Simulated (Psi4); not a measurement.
Interaction energy of C3H10Si ··· H2S (SMILES C[SiH](C)C and S). Monomers: optimised at B3LYP-D3(BJ) (def2-SVP and def2-TZVP), held rigid. Orientation: lowest of the rigid-body minima from ten starts at GFN2-xTB. The monomers approach along the line of their centres of mass (distance R); nothing else relaxes.

Method: SAPT0/jun-cc-pVDZ, frozen core run with Psi4.

Components in kcal/mol:

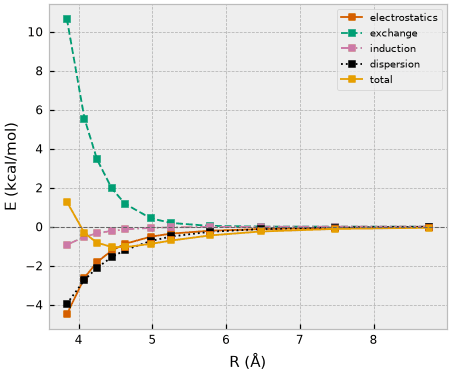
*Components of the interaction energy.*

```
R / Å  electrostatics  exchange  induction  dispersion  total
-----  --------------  --------  ---------  ----------  -----
3.84            -4.50     10.68      -0.93       -3.96   1.28
4.08            -2.62      5.54      -0.52       -2.73  -0.33
4.25            -1.82      3.45      -0.34       -2.11  -0.83
4.45            -1.22      1.96      -0.21       -1.56  -1.04
4.63            -0.88      1.17      -0.14       -1.20  -1.05
4.98            -0.51      0.43      -0.06       -0.73  -0.88
5.26            -0.36      0.19      -0.04       -0.50  -0.71
5.78            -0.21      0.04      -0.01       -0.26  -0.45
6.47            -0.12      0.00      -0.01       -0.12  -0.25
7.48            -0.07      0.00       0.00       -0.05  -0.12
8.75            -0.03      0.00       0.00       -0.02  -0.05
```
